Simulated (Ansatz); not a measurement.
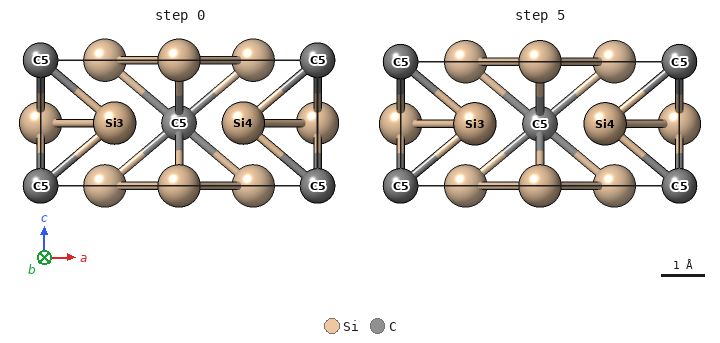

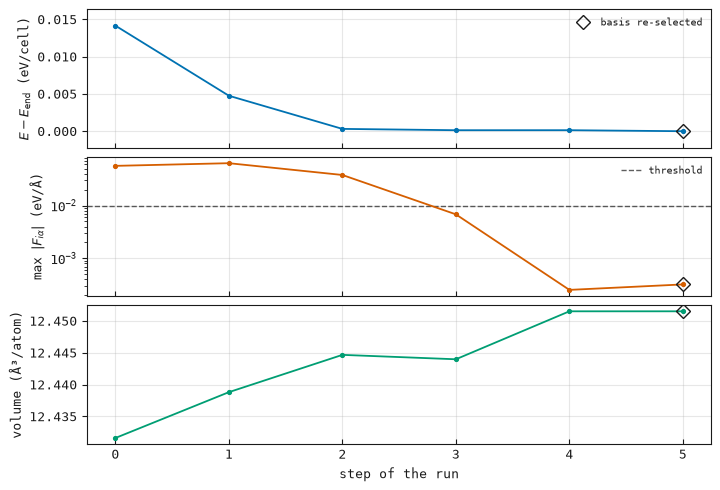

First and last geometry of a relaxation of crystalline Si₄C (a generated structure, set up in I4/mmm), with the history of the run. Style: ball-and-stick. Shown: the conventional cell (2 times the calculation's cell), along the b axis. Lengths and directions refer to the drawn axes.

Level of theory: DFT PBE, scalar-relativistic, plane waves, PAW in Ansatz 0.2.0. Settings: plane-wave cutoff 420 eV; k-point mesh 14 × 14 × 14; occupations gaussian; smearing width 0.1 eV; no spin polarisation; cell and atoms relaxed; force threshold 0.01 eV/Å; at most 80 steps.

Q: What do the curves and the structures tell?

A: It converged. Over 4 accepted moves (5 points after the start) the energy falls by 14.2 meV per cell of the calculation. Largest force component: 0.056 eV/Å at the start, 0.00032 eV/Å at the end. The pressure goes from 0.31 to 0.03 GPa. The SCF was repeated once at an unchanged geometry on a basis and grid sized afresh for the cell, which shifted the energy by 0.1 meV per cell of the calculation at most. The largest moves relative to the cell, 0.008 Å, are those of Si atoms. C stays in place. The volume changes by +0.2 %, with a = b 6.494 → 6.539 Å (+0.7 %), c 2.948 → 2.912 Å (−1.2 %). Near-neighbour distances that change, for instance: C–Si 2.279 → 2.271 Å, Si–Si 2.459 → 2.464 Å. The space group stays I4/mmm (No. 139).
